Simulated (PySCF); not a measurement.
```xyz
2

Si    0.0000    0.0000   -0.0533
H     0.0000    0.0000    1.4797
```

The calculation used PySCF, PBE0/def2-TZVP, non-relativistic Hamiltonian with scalar-relativistic core potentials where named, at a bond length of 1.533 Å.

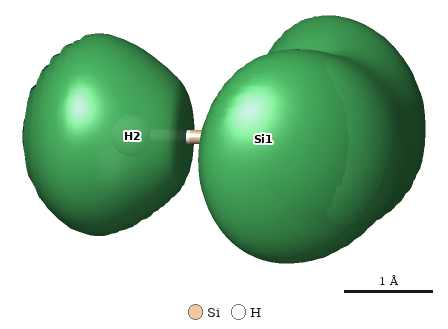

SiH (doublet). Isosurface of the electron localisation function at 0.9 (green), seen from one side. Core shells and regions of very low density are left out.

Q: Identify the bonds, lone pairs and shells in this picture.

A: The ELF exceeds this value in one region around a hydrogen nucleus and one ring or bowl of non-bonding electrons around Si. Along the contacts the grid gives the following. Si–H (1.53 Å): the ELF climbs to about 1 towards the hydrogen, as it does in any bond to H.
